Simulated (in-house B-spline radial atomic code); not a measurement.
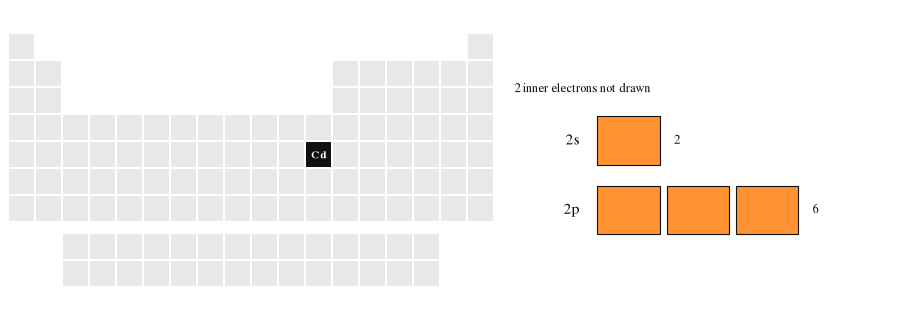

Fig. 1: Left, the place of cadmium in the periodic table; right, the outer shells as the input fills them: a box for each of the 2l + 1 orbitals, shaded by the share of the shell that is filled, with the electron count at the right.

Run report: Cd³⁸⁺, RPA and GW calculation

System: Cd³⁸⁺, configuration [He] 2s2 2p6.
Method: RPA, second-order and SOSEX correlation energies and G0W0 (contour deformation) on a non-relativistic mean field, all electrons, B-spline basis (in-house B-spline radial atomic code).

### Input file
```
Z = 48
electrons = 10.0
configuration = [He] 2s2 2p6
hamiltonian = nr
method = oep
lmax = 9
spin_polarised = False
box_radius = 2.56
intervals = 63
```

The run was one of a batch that the task file lists, launched with:
```bash
python <driver script> task.json out
```

The program writes its results to a structured record and prints no log; tables and figures of this report are taken from that record.

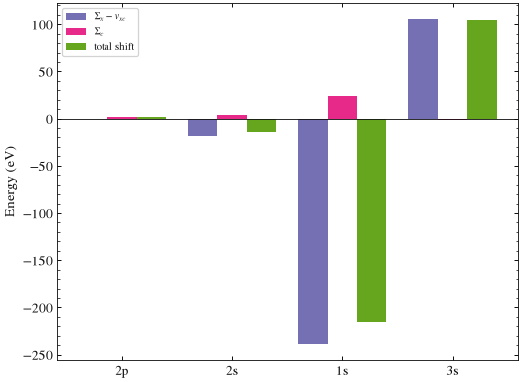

Fig. 2: Parts of the G₀W₀ correction to each level for Cd³⁸⁺ ([He] 2s² 2p⁶). All-electron spherical atom, non-relativistic, exchange-only OEP start, no spin-orbit coupling, Breit or QED terms; computed with a B-spline radial code. The quasi-particle equation is solved at full frequency; levels of low quasi-particle weight Z are left out. Σ columns are in eV, and Σc holds an estimate for the angular momenta beyond the basis. G₀W₀ moves the highest occupied level, 2p, from −5821.2 to −5819.5 eV (renormalisation factor Z = 1.00). The empty level 3s goes from −2531.7 to −2427.3 eV.

| Level | Mean field (eV) | Σx − vxc (eV) | Σc (eV) | Z | G₀W₀ (eV) |
| --- | --- | --- | --- | --- | --- |
| 2p | −5821.2 | 0.0 | 1.7 | 1.00 | −5819.5 |
| 2s | −6042.8 | −18.2 | 3.5 | 1.00 | −6057.4 |
| 1s | −28114.3 | −238.7 | 23.7 | 0.99 | −28329.2 |
| 3s | −2531.7 | 105.3 | −1.0 | 1.00 | −2427.3 |

### Key numbers

```
                                                                   quantity                                                                 value
                                                                    outcome                                                             converged
                                                    mean-field total energy                                                   −4202.60059 hartree
                                     total energy with exact exchange alone                                                   −4202.60059 hartree
                                                      exact exchange energy                                                     −78.72793 hartree
RPA correlation, extrapolated in the angular momentum of the empty orbitals                                                      −0.64210 hartree
                                                 RPA correlation, as summed                                                      −0.63866 hartree
                                                   direct second-order term                                                      −0.65649 hartree
                                                 second-order exchange term                                                       0.22928 hartree
                                                                 SOSEX term                                                       0.22581 hartree
                                                                   hardware  1 thread of Arm Neoverse N1, 90 GiB of memory available, shared host
                                                                  wall time                                                                 1.5 s
```

### Remarks

Relativity is left out, which matters for an atom this heavy. To bear in mind: relativity is absent.
